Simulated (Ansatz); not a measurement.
# What NaVS3 (model cell, started as cubic perovskite with V in the octahedra) distorts into, part 3 of 3

Which phase does NaVS3 (model cell, started as cubic perovskite with V in the octahedra) fall into along its unstable mode, and how much energy does it gain?

Ansatz 0.2.0; DFT PBEsol, scalar-relativistic, plane waves, PAW; PAW set soft_1.

So far, highest frequency on the path or at a solved wavevector (cm⁻¹): step 2 (response at finite wavevector) 454. Also lowest frequency on the path (cm⁻¹): step 2 -216.

The structure was built from a prototype and need not be the compound's stable phase.

## (6) Relaxing from the distorted cell

Starting from the lowest point found, all atoms and the cell are let go, so that strain and other modes of the same symmetry can join in.

input.yaml reads:

```yaml
crystal:
  lattice:
    - [4.5683033595, 0.0, 0.0]
    - [0.0, 4.5683033595, -4.5683033595]
    - [0.0, 9.136606719, 9.136606719]
  atoms:
    - { symbol: Na, position: [0.0, 0.0035822577, 0.0] }
    - { symbol: Na, position: [0.0, 0.5, 0.25] }
    - { symbol: Na, position: [0.0, -0.0035822577, 0.5] }
    - { symbol: Na, position: [0.0, 0.5, 0.75] }
    - { symbol: V, position: [0.5, 0.0, 0.25] }
    - { symbol: V, position: [0.5, 0.4659472063, 0.5] }
    - { symbol: V, position: [0.5, 0.0, 0.75] }
    - { symbol: V, position: [0.5, 0.5340527937, 0.0] }
    - { symbol: S, position: [0.5, 0.2406205509, 0.123219113] }
    - { symbol: S, position: [0.5, 0.7593794491, 0.376780887] }
    - { symbol: S, position: [0.5, 0.2593794491, 0.626780887] }
    - { symbol: S, position: [0.5, 0.7406205509, 0.873219113] }
    - { symbol: S, position: [0.5, 0.7406205509, 0.126780887] }
    - { symbol: S, position: [0.5, 0.2593794491, 0.373219113] }
    - { symbol: S, position: [0.5, 0.7593794491, 0.623219113] }
    - { symbol: S, position: [0.5, 0.2406205509, 0.876780887] }
    - { symbol: S, position: [0.0, 0.0, 0.25] }
    - { symbol: S, position: [0.0, 0.5265781553, 0.5] }
    - { symbol: S, position: [0.0, 0.0, 0.75] }
    - { symbol: S, position: [0.0, 0.4734218447, 0.0] }
kpoints:
  mp_grid: { grid: [8, 6, 4] }
hamiltonian:
  xc: pbesol
  pseudopotentials: { kind: paw, azcp: { folder: soft_1 }, xc_functional: pbe }
scf:
  occupations: { method: methfessel_paxton, width: 0.2 }
output:
  forces: true
  stress: true
  eigenvalues: true
relax:
  adjacent_minimum: "off"
  f_tol: 0.002
  max_steps: 120
  cell: { stress_tol: 0.03 }
```

Run with:

```console
$ ansatz run input.yaml --threads 8 --pin off --max-ram 16384MiB --backend cpu --events-out ev --progress --plain --runs-dir out
```

Numbers of over 12 decimals in the logs are rounded to 6 here.

The program printed:

```text
[...]
Crystal: 20 atoms, lattice volume = 381.351 Å³
Basis set: ecut = 420 eV, 7469 PW (Γ), exchange–correlation on 64×90×180 points (8 copies of the dense FFT grid, shifted against one another)
Bands: 100, of which v1, the nominal top of the filled ones, is band 80 counted from 1 (79 counted from 0)
Symmetry: 8 space group operations
[...]
k-points: 60 of 192
[...]
SCF iter   1: F=—  HF=-28082.965154 eV  |F-HF|=—  |Δ(HF+E_count)|=         —  Δρ=1.05e-1  dr2=6.91e1  ethr=3.10e-3  ⟨swp⟩=6.5  Hψ=24166  notcnv=0
[...]
SCF iter  11: F=-28076.712038 eV  HF=-28076.712038 eV  |F-HF|=5.36e-8  |Δ(HF+E_count)|=   5.51e-8  S|Δr|=    0.00e0  Δρ=2.20e-6  dr2=8.11e-8  ethr=6.25e-11  ⟨swp⟩=12.6  Hψ=25314  notcnv=0
SCF 1 converged in 11 iterations: F = -28076.712038 eV  dr2 = 8.11e-8
[...]
relax step   1: F+E_penalty+E_count = -28076.71203841 eV  Δ(F+E_penalty+E_count) = +0.000e0 eV  max|allowed force component| = 4.229e-1 eV/Å  Δτ_max = 0.0000 Å  P = +0.716 GPa  Ω = 381.351 Å³  (11 SCF iters, dr2 threshold 1.00e-7 eV, accepted)
Crystal: 20 atoms, lattice volume = 383.136 Å³
Basis set: ecut = 420 eV, 7509 PW (Γ), exchange–correlation on 64×90×180 points (8 copies of the dense FFT grid, shifted against one another)
[...]
SCF iter   6: F=-28076.785486 eV  HF=-28076.785487 eV  |F-HF|=4.07e-7  |Δ(HF+E_count)|=   9.33e-7  S|Δr|=    0.00e0  Δρ=1.46e-5  dr2=1.19e-6  ethr=1.25e-9  ⟨swp⟩=7.5  Hψ=27260  notcnv=0
SCF 2 converged in 6 iterations: F = -28076.785486 eV  dr2 = 1.19e-6
relax step   2: F+E_penalty+E_count = -28076.78548615 eV  Δ(F+E_penalty+E_count) = -7.345e-2 eV  max|allowed force component| = 1.240e-1 eV/Å  Δτ_max = 0.0584 Å  P = +0.073 GPa  Ω = 383.136 Å³  energy of the carried Pulay correction = -5.621e-4 eV  (6 SCF iters, dr2 threshold 2.00e-6 eV, accepted)
Crystal: 20 atoms, lattice volume = 383.269 Å³
Basis set: ecut = 420 eV, 7539 PW (Γ), exchange–correlation on 64×90×180 points (8 copies of the dense FFT grid, shifted against one another)
[...]
SCF iter   7: F=-28076.837195 eV  HF=-28076.837195 eV  |F-HF|=8.44e-8  |Δ(HF+E_count)|=   1.43e-7  S|Δr|=    0.00e0  Δρ=9.00e-6  dr2=4.80e-7  ethr=6.00e-10  ⟨swp⟩=7.4  Hψ=25171  notcnv=0
SCF 3 converged in 7 iterations: F = -28076.837195 eV  dr2 = 4.80e-7
relax step   3: F+E_penalty+E_count = -28076.83719500 eV  Δ(F+E_penalty+E_count) = -5.171e-2 eV  max|allowed force component| = 2.740e-1 eV/Å  Δτ_max = 0.0706 Å  P = -0.258 GPa  Ω = 383.269 Å³  energy of the carried Pulay correction = -6.038e-4 eV  (7 SCF iters, dr2 threshold 9.60e-7 eV, accepted)
[... from here on, the SCF cycles and remarks between the steps are left out ...]
relax step   4: F+E_penalty+E_count = -28076.87941049 eV  Δ(F+E_penalty+E_count) = -4.222e-2 eV  max|allowed force component| = 2.551e-1 eV/Å  Δτ_max = 0.1370 Å  P = -0.383 GPa  Ω = 382.057 Å³  energy of the carried Pulay correction = -2.225e-4 eV  (8 SCF iters, dr2 threshold 2.00e-6 eV, accepted)
relax step   5: F+E_penalty+E_count = -28076.90032727 eV  Δ(F+E_penalty+E_count) = -2.092e-2 eV  max|allowed force component| = 1.675e-1 eV/Å  Δτ_max = 0.0511 Å  P = -0.237 GPa  Ω = 381.772 Å³  energy of the carried Pulay correction = -1.328e-4 eV  (6 SCF iters, dr2 threshold 2.00e-6 eV, accepted)
relax step   6: F+E_penalty+E_count = -28076.90935292 eV  Δ(F+E_penalty+E_count) = -9.026e-3 eV  max|allowed force component| = 4.284e-2 eV/Å  Δτ_max = 0.0469 Å  P = +0.047 GPa  Ω = 380.931 Å³  energy of the carried Pulay correction = +1.325e-4 eV  (6 SCF iters, dr2 threshold 1.75e-6 eV, accepted)
relax step   7: F+E_penalty+E_count = -28076.91087642 eV  Δ(F+E_penalty+E_count) = -1.524e-3 eV  max|allowed force component| = 4.387e-2 eV/Å  Δτ_max = 0.0236 Å  P = +0.021 GPa  Ω = 380.641 Å³  energy of the carried Pulay correction = +2.243e-4 eV  (7 SCF iters, dr2 threshold 1.15e-7 eV, accepted)
relax step   8: F+E_penalty+E_count = -28076.91266749 eV  Δ(F+E_penalty+E_count) = -1.791e-3 eV  max|allowed force component| = 2.890e-2 eV/Å  Δτ_max = 0.0233 Å  P = -0.021 GPa  Ω = 380.338 Å³  energy of the carried Pulay correction = +3.203e-4 eV  (7 SCF iters, dr2 threshold 1.20e-7 eV, accepted)
relax step   9: F+E_penalty+E_count = -28076.98696997 eV  Δ(F+E_penalty+E_count) = -7.430e-2 eV  max|allowed force component| = 2.544e-1 eV/Å  Δτ_max = 0.1977 Å  P = -0.119 GPa  Ω = 376.746 Å³  energy of the carried Pulay correction = +1.462e-3 eV  (11 SCF iters, dr2 threshold 5.22e-8 eV, accepted)
relax step  10: F+E_penalty+E_count = -28077.29024205 eV  Δ(F+E_penalty+E_count) = -3.033e-1 eV  max|allowed force component| = 2.745e-1 eV/Å  Δτ_max = 0.1910 Å  P = +0.837 GPa  Ω = 369.484 Å³  energy of the carried Pulay correction = +3.805e-3 eV  (9 SCF iters, dr2 threshold 2.00e-6 eV, accepted)
relax step  11: F+E_penalty+E_count = -28077.31429388 eV  Δ(F+E_penalty+E_count) = -2.405e-2 eV  max|allowed force component| = 2.796e-1 eV/Å  Δτ_max = 0.1466 Å  P = +0.094 GPa  Ω = 373.618 Å³  energy of the carried Pulay correction = +2.466e-3 eV  (9 SCF iters, dr2 threshold 2.00e-6 eV, accepted)
relax step  12: F+E_penalty+E_count = -28077.34541549 eV  Δ(F+E_penalty+E_count) = -3.112e-2 eV  max|allowed force component| = 2.880e-1 eV/Å  Δτ_max = 0.1237 Å  P = +0.141 GPa  Ω = 375.685 Å³  energy of the carried Pulay correction = +1.802e-3 eV  (7 SCF iters, dr2 threshold 2.00e-6 eV, accepted)
relax step  13: F+E_penalty+E_count = -28077.37307039 eV  Δ(F+E_penalty+E_count) = -2.765e-2 eV  max|allowed force component| = 1.284e-1 eV/Å  Δτ_max = 0.1259 Å  P = -0.335 GPa  Ω = 375.416 Å³  energy of the carried Pulay correction = +1.888e-3 eV  (7 SCF iters, dr2 threshold 2.00e-6 eV, accepted)
relax step  14: F+E_penalty+E_count = -28077.38083206 eV  Δ(F+E_penalty+E_count) = -7.762e-3 eV  max|allowed force component| = 7.661e-2 eV/Å  Δτ_max = 0.0999 Å  P = +0.015 GPa  Ω = 374.170 Å³  energy of the carried Pulay correction = +2.288e-3 eV  (8 SCF iters, dr2 threshold 1.43e-6 eV, accepted)
relax step  15: F+E_penalty+E_count = -28077.38621641 eV  Δ(F+E_penalty+E_count) = -5.384e-3 eV  max|allowed force component| = 3.469e-2 eV/Å  Δτ_max = 0.0435 Å  P = +0.085 GPa  Ω = 374.196 Å³  energy of the carried Pulay correction = +2.280e-3 eV  (7 SCF iters, dr2 threshold 3.67e-7 eV, accepted)
relax step  16: F+E_penalty+E_count = -28077.38651841 eV  Δ(F+E_penalty+E_count) = -3.020e-4 eV  max|allowed force component| = 2.208e-2 eV/Å  Δτ_max = 0.0184 Å  P = -0.007 GPa  Ω = 374.688 Å³  energy of the carried Pulay correction = +2.122e-3 eV  (7 SCF iters, dr2 threshold 7.52e-8 eV, accepted)
relax step  17: F+E_penalty+E_count = -28077.38671706 eV  Δ(F+E_penalty+E_count) = -1.986e-4 eV  max|allowed force component| = 4.097e-3 eV/Å  Δτ_max = 0.0057 Å  P = -0.019 GPa  Ω = 374.757 Å³  energy of the carried Pulay correction = +2.099e-3 eV  (6 SCF iters, dr2 threshold 3.05e-8 eV, accepted)
relax step  18: F+E_penalty+E_count = -28077.38673984 eV  Δ(F+E_penalty+E_count) = -2.278e-5 eV  max|allowed force component| = 4.765e-3 eV/Å  Δτ_max = 0.0018 Å  P = -0.003 GPa  Ω = 374.709 Å³  energy of the carried Pulay correction = +2.115e-3 eV  (7 SCF iters, dr2 threshold 1.05e-9 eV, accepted)
relax step  19: F+E_penalty+E_count = -28077.38677390 eV  Δ(F+E_penalty+E_count) = -3.406e-5 eV  max|allowed force component| = 5.254e-3 eV/Å  Δτ_max = 0.0026 Å  P = +0.010 GPa  Ω = 374.623 Å³  energy of the carried Pulay correction = +2.142e-3 eV  (7 SCF iters, dr2 threshold 1.42e-9 eV, accepted)
relax step  20: F+E_penalty+E_count = -28077.38676489 eV  Δ(F+E_penalty+E_count) = +9.017e-6 eV  max|allowed force component| = 8.457e-4 eV/Å  Δτ_max = 0.0016 Å  P = -0.002 GPa  Ω = 374.681 Å³  energy of the carried Pulay correction = +2.124e-3 eV  (6 SCF iters, dr2 threshold 1.73e-9 eV, accepted)
relax step  21: F+E_penalty+E_count = -28077.39551998 eV  Δ(F+E_penalty+E_count) = -8.755e-3 eV  max|allowed force component| = 7.058e-4 eV/Å  Δτ_max = 0.0000 Å  P = +0.031 GPa  Ω = 374.681 Å³  stress off target by 1.05e-1 GPa  SCF on the basis re-selected at this cell (its energy is not comparable with the rows above)  (8 SCF iters)
relax step  22: F+E_penalty+E_count = -28077.39578400 eV  Δ(F+E_penalty+E_count) = -2.640e-4 eV  max|allowed force component| = 5.590e-3 eV/Å  Δτ_max = 0.0038 Å  P = +0.001 GPa  Ω = 374.911 Å³  energy of the carried Pulay correction = -7.187e-5 eV  (7 SCF iters, dr2 threshold 2.77e-8 eV, accepted)
relax step  23: F+E_penalty+E_count = -28077.39581183 eV  Δ(F+E_penalty+E_count) = -2.782e-5 eV  max|allowed force component| = 1.764e-3 eV/Å  Δτ_max = 0.0015 Å  P = +0.003 GPa  Ω = 374.926 Å³  energy of the carried Pulay correction = -7.608e-5 eV  (6 SCF iters, dr2 threshold 1.95e-9 eV, accepted)
[...]
SCF iter   7: F=-28077.395891 eV  HF=-28077.395891 eV  |F-HF|=2.91e-11  |Δ(HF+E_count)|=  4.37e-11  S|Δr|=    0.00e0  Δρ=8.88e-8  dr2=3.94e-11  ethr=1.00e-12  ⟨swp⟩=4.9  Hψ=23675  notcnv=0
SCF 24 converged in 7 iterations: F = -28077.395891 eV  dr2 = 3.94e-11
relax step  24: F+E_penalty+E_count = -28077.39589073 eV  Δ(F+E_penalty+E_count) = -7.891e-5 eV  max|allowed force component| = 1.767e-3 eV/Å  Δτ_max = 0.0000 Å  P = +0.003 GPa  Ω = 374.926 Å³  stress off target by 7.73e-3 GPa  SCF on the basis re-selected at this cell (its energy is not comparable with the rows above)  (7 SCF iters)
[...]
SCF converged after 7 iterations
[...]
Free energy (F): -28077.395891 eV
[...]
Internal energy: -28077.413139 eV  (E = F + TS)
E sigma→0 (E₀):  -28077.400203 eV
Entropy (-TS):   0.017248 eV (0.862 meV/atom)
Fermi energy:    7.106812 eV
[...]
--- Forces (eV/Å), atoms counted from 1 ---
  atom   1  Na     0.00000000     0.00006434    -0.00006434
  atom   2  Na    -0.00000000     0.00000000     0.00000000
  atom   3  Na    -0.00000000    -0.00006434     0.00006434
  atom   4  Na     0.00000000     0.00000000     0.00000000
  atom   5  V      0.00000000     0.00000000     0.00000000
  atom   6  V     -0.00000000     0.00176665    -0.00176665
  atom   7  V     -0.00000000     0.00000000     0.00000000
  atom   8  V      0.00000000    -0.00176665     0.00176665
  atom   9  S      0.00000000     0.00062614    -0.00101477
  atom  10  S     -0.00000000    -0.00062614     0.00101477
  atom  11  S      0.00000000    -0.00133287     0.00145988
  atom  12  S     -0.00000000     0.00133287    -0.00145988
  atom  13  S      0.00000000     0.00145988    -0.00133287
  atom  14  S     -0.00000000    -0.00145988     0.00133287
  atom  15  S     -0.00000000    -0.00101477     0.00062614
  atom  16  S      0.00000000     0.00101477    -0.00062614
  atom  17  S      0.00000000     0.00000000     0.00000000
  atom  18  S     -0.00000000    -0.00034931     0.00034931
  atom  19  S     -0.00000000    -0.00000000     0.00000000
  atom  20  S      0.00000000     0.00034931    -0.00034931
  max |Σ_I F_I| component: 6.51e-19 eV/Å
--- Stress (GPa, compression-positive) ---
        0.007731       0.000000       0.000000
        0.000000       0.001104       0.001365
        0.000000       0.001365       0.001104
  P = ⅓ Tr σ = 0.0033 GPa (0.033 kbar)
--- Band table (eV; the first three rows and the last of 60) ---
  k-point 0: bands = [... 76 lower, 6.2990, 6.3000, 6.3738, 6.4502, 6.8850, 6.9369, 7.1226, 7.7387, ... 16 higher]
  k-point 1: bands = [... 76 lower, 6.0214, 6.2394, 6.4072, 6.6648, 6.9317, 6.9379, 7.1773, 7.6643, ... 16 higher]
  k-point 2: bands = [... 76 lower, 6.1549, 6.1549, 6.5897, 6.5897, 6.9122, 6.9122, 7.4162, 7.4162, ... 16 higher]
  k-point 59: bands = [... 76 lower, 6.8997, 6.8997, 7.2044, 7.2044, 7.9708, 7.9708, 8.0755, 8.0755, ... 16 higher]
--- Relaxed structure (22 steps of the walk, 22 accepted, 2 SCFs on fresh bases) ---
  F+E_penalty+E_count = -28077.39589073 eV   max|allowed force component| = 1.767e-3 eV/Å   (the final SCF, on the basis selected at the relaxed cell)
  cell:  # Å, volume = 374.9258 Å³
    - [4.585353, 0, 0]
    - [0, 4.989606, -4.989606]
    - [0, 8.193628982617, 8.193628982617]
  atoms:
    - { symbol: Na, position: [0, -0.084872, 0.0] }
    - { symbol: Na, position: [0, 0.5, 0.250000] }
    - { symbol: Na, position: [0, 0.084872, 0.500000] }
    - { symbol: Na, position: [0, 0.500000, 0.750000] }
    - { symbol: V, position: [0.5, 0.0, 0.250000] }
    - { symbol: V, position: [0.5, 0.468427, 0.500000] }
    - { symbol: V, position: [0.5, 0.0, 0.750000] }
    - { symbol: V, position: [0.5, 0.531573, 0.0] }
    - { symbol: S, position: [0.5, 0.206615, 0.090234] }
    - { symbol: S, position: [0.5, 0.793385, 0.409766] }
    - { symbol: S, position: [0.5, 0.273841, 0.645199] }
    - { symbol: S, position: [0.5, 0.726159, 0.854801] }
    - { symbol: S, position: [0.5, 0.726159, 0.145199] }
    - { symbol: S, position: [0.5, 0.273841, 0.354801] }
    - { symbol: S, position: [0.5, 0.793385, 0.590234] }
    - { symbol: S, position: [0.5, 0.206615, 0.909766] }
    - { symbol: S, position: [0, 0.0, 0.250000] }
    - { symbol: S, position: [0, 0.507829, 0.500000] }
    - { symbol: S, position: [0, 0.0, 0.750000] }
    - { symbol: S, position: [0, 0.492171, 0.0] }
```

The job ended after 7.1 min (8 threads of Arm Neoverse V2, shared host; peak memory 2.7 GiB).

Relaxation path (22 of 24):

| step | energy less that of the first step (eV) | largest force component (eV/Å) | pressure (GPa) | volume (Å³) |
| --- | --- | --- | --- | --- |
| 1 | 0.0000 | 0.4229 | 0.72 | 381.35 |
| 2 | -0.0734 | 0.1240 | 0.07 | 383.14 |
| 3 | -0.1252 | 0.2740 | -0.26 | 383.27 |
| 4 | -0.1674 | 0.2551 | -0.38 | 382.06 |
| 5 | -0.1883 | 0.1675 | -0.24 | 381.77 |
| 6 | -0.1973 | 0.0428 | 0.05 | 380.93 |
| 8 | -0.2006 | 0.0289 | -0.02 | 380.34 |
| 9 | -0.2749 | 0.2544 | -0.12 | 376.75 |
| 10 | -0.5782 | 0.2745 | 0.84 | 369.48 |
| 11 | -0.6023 | 0.2796 | 0.09 | 373.62 |
| 12 | -0.6334 | 0.2880 | 0.14 | 375.69 |
| 13 | -0.6610 | 0.1284 | -0.34 | 375.42 |
| 14 | -0.6688 | 0.0766 | 0.01 | 374.17 |
| 15 | -0.6742 | 0.0347 | 0.08 | 374.20 |
| 16 | -0.6745 | 0.0221 | -0.01 | 374.69 |
| 17 | -0.6747 | 0.0041 | -0.02 | 374.76 |
| 19 | -0.6747 | 0.0053 | 0.01 | 374.62 |
| 20 | -0.6747 | 0.0008 | 0.00 | 374.68 |
| 21* | -0.6835 | 0.0007 | 0.03 | 374.68 |
| 22 | -0.6837 | 0.0056 | 0.00 | 374.91 |
| 23 | -0.6838 | 0.0018 | 0.00 | 374.93 |
| 24* | -0.6839 | 0.0018 | 0.00 | 374.93 |

Relaxation steps marked * repeat the geometry before them on a plane-wave basis chosen anew for their cell, so energy and pressure can jump there. Other such steps can lie between the rows shown.

Forces are held to the 8 operations that the run works with; a distortion that breaks them can't arise in this run.

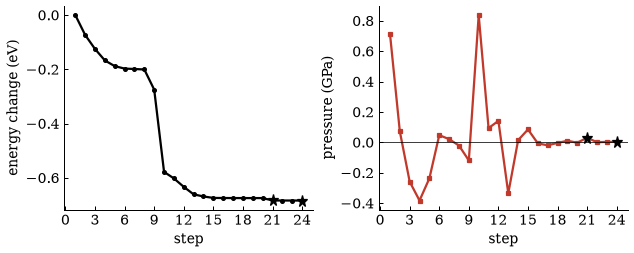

Energy and pressure along the relaxation. Stars mark steps on a basis chosen anew.

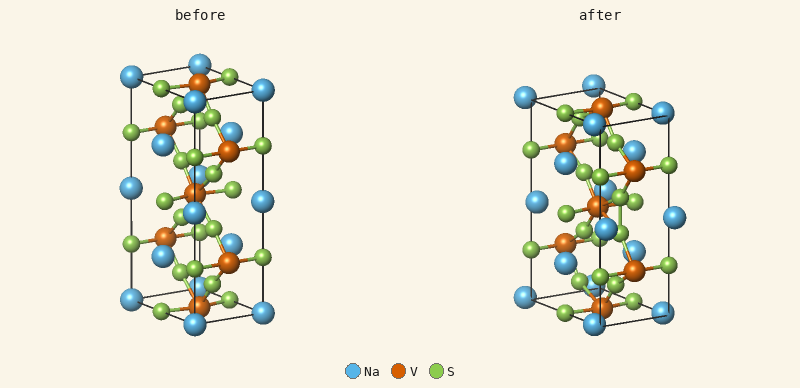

Before and after, at one scale.

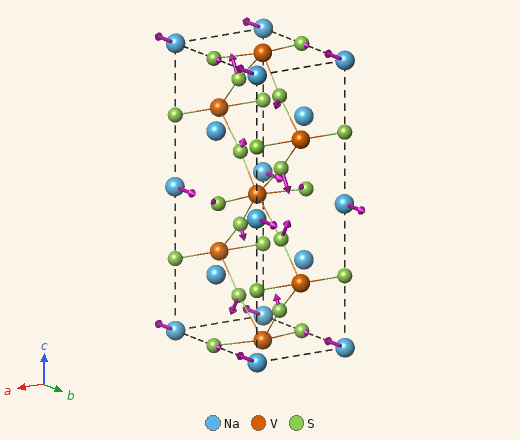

Displacements in the relaxation, exaggerated, measured against the changing cell; the longest in the cell stands for 0.62 Å. Some periodic images of atoms are drawn too.

| cell as run | before | after | change |
| --- | --- | --- | --- |
| a (Å) | 4.568 | 4.585 | +0.4 % |
| b (Å) | 6.461 | 7.056 | +9.2 % |
| c (Å) | 12.921 | 11.588 | -10.3 % |
| volume (Å³/atom) | 19.07 | 18.75 | -1.7 % |

The atoms that moved most (Å, as changes of fractional coordinates times the final cell):

| atom | dx | dy | dz | length |
| --- | --- | --- | --- | --- |
| Na3 | 0.000 | 0.441 | -0.441 | 0.624 |
| Na1 | 0.000 | -0.441 | 0.441 | 0.624 |
| S15 | 0.000 | -0.101 | -0.440 | 0.451 |
| S10 | 0.000 | 0.440 | 0.101 | 0.451 |
| S9 | 0.000 | -0.440 | -0.101 | 0.451 |
| S16 | 0.000 | 0.101 | 0.440 | 0.451 |
| S11 | 0.000 | 0.223 | 0.079 | 0.237 |
| S14 | 0.000 | -0.079 | -0.223 | 0.237 |

Final coordinates:

```xyz
20
Lattice="4.5854 0.0000 0.0000 0.0000 4.9896 -4.9896 0.0000 8.1936 8.1936" Properties=species:S:1:pos:R:3 pbc="T T T"
Na    0.0000   -0.4235    0.4235
Na    0.0000    4.5432   -0.4464
Na    0.0000    4.5203    3.6733
Na    0.0000    8.6400    3.6504
V     2.2927    2.0484    2.0484
V     2.2927    6.4341    1.7595
V     2.2927    6.1452    6.1452
V     2.2927    2.6523   -2.6523
S     2.2927    1.7703   -0.2916
S     2.2927    7.3161   -0.6012
S     2.2927    6.6529    3.9202
S     2.2927   10.6272    3.3807
S     2.2927    4.8130   -2.4335
S     2.2927    4.2735    1.5407
S     2.2927    8.7948    0.8775
S     2.2927    8.4852    6.4234
S     0.0000    2.0484    2.0484
S     0.0000    6.6307    1.5630
S     0.0000    6.1452    6.1452
S     0.0000    2.4557   -2.4557
```

This step gave:

```yaml
pressure: 0.003313 GPa
volume_per_atom: 18.75 Å³
```

The distorted start has space group Pmma; the relaxation ends in Pmma.

## (7) The phases reached

The phases reached along the modes that were followed are set side by side.

Energies are those of the first relaxation, on the mesh of the frozen mode; space group, volume and gap are those of the last relaxation. Phases, by row:

| mode frozen in | space group | energy from parent (meV/atom) | volume (Å³/atom) | gap on mesh (eV) | lowest zone-centre optical mode (cm⁻¹) | largest shift (Å) |
| --- | --- | --- | --- | --- | --- | --- |
| parent | Pm-3m | 0 | 19.07 | 0 | – | – |
| q = (-0.5, -0.5, -0.5), 216i cm⁻¹ | I4/mmm | -1.77 | 19.15 | 0 | -91.1 | 0.069 |
| q = (-0.5, -0.5, -0.5), 216i cm⁻¹ | I4/mcm | -1.86 | 19.15 | 0 | -94.9 | 0.061 |
| q = (-0.5, -0.5, -0.5), 216i cm⁻¹ | I4/mcm | -1.86 | 19.15 | 0 | -94.8 | 0.061 |
| q = (0, 0.25, 0.25), 149i cm⁻¹ | Pmma | -38.71 | 18.75 | 0 | – | 0.599 |

## (8) Outcome

* unstable mode of the parent: q = (0, 0.25, 0.25), 149i cm⁻¹
* depth at the lowest point sampled: 4.56 meV/atom
* largest atomic shift at that point: 0.22 Å
* space group reached (within 0.01 Å): Pmma
* energy gained over the parent (first relaxation, on the mesh of the frozen mode): 38.7 meV/atom
* volume per atom, phase reached: 18.7 Å³

From this start the structure relaxes into Pmma, 38.7 meV/atom below the parent. At the parent's cell the well is 4.563 meV/atom deep on the steps tried, with its lowest point at a shift of 0.22 Å. Relaxing atoms and cell changes the gain by +34.15 meV/atom against the lowest step (energies at zero smearing). Most of the total comes from this relaxation. The frozen pattern makes up only 15 % of the final shifts of the atoms, so other modes or strain give most of the change. The modes of the phase reached were not computed on this path. Of the 4 patterns followed to their end from this parent, this one reaches the lowest energy. Each path keeps the symmetry of its pattern, so a lower phase may lie along a pattern not tried. With no gap, or one that is small against the smearing, the frequencies hang on the k mesh and the smearing, most of all near Kohn anomalies. The phonon runs are without spin polarisation, although V often carries a moment. The PAW files were made for PBE and serve the other functionals too. The starting cell was built on a prototype and not taken from a measurement, so the phase need not exist.

[Logs are printed without paths, hosts, clocks, repeated set-up lines and the standing remarks that a program may print on its own settings, such as how far it seeks lower states.]

[Hosts, paths, dates, database ids (printed as entryN), source tags and the programs' standing remarks are cut or masked in the printed files.]
